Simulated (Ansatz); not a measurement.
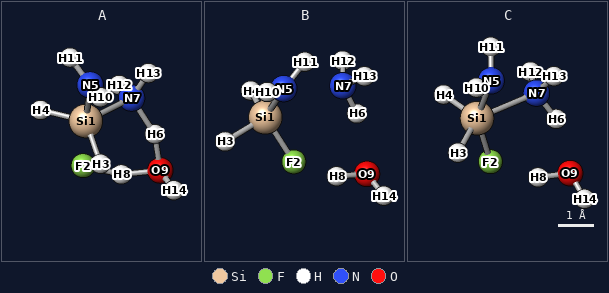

3 geometries from a converged minimum-energy path of SiN$_{2}$H$_{9}$OF, shuffled. Style: ball-and-stick. Shown at a tilt.

Level of theory: Ansatz, UKS BHLYP-D4/def2-SVP. Settings: 5 movable images; climbing image; force threshold 0.05 eV/Å; iteration limit 60; starting path through a guess of the saddle point.

Which frame is the transition state?

Answer. A. In order along the path, whose images run from 0 to 6: B (image 2, +16.7 kJ/mol), C (image 3, +61.7 kJ/mol), A (image 5, +133.7 kJ/mol). Breaking: H6–N7 (1.02 → 1.32 at the top → 1.83 Å), H8–O9 (0.96 → 1.15 at the top → 1.60 Å), Si1–F2 (1.65 → 2.09 at the top → 3.14 Å). Forming: F2–H8 (1.86 → 1.18 at the top → 0.94 Å), H6–O9 (2.02 → 1.17 at the top → 0.98 Å), Si1–N7 (3.84 → 1.84 at the top → 1.77 Å).

Cost: 7.9 min on 4 threads of Arm Neoverse V1, with other jobs on the host, peak memory 0.41 GiB.
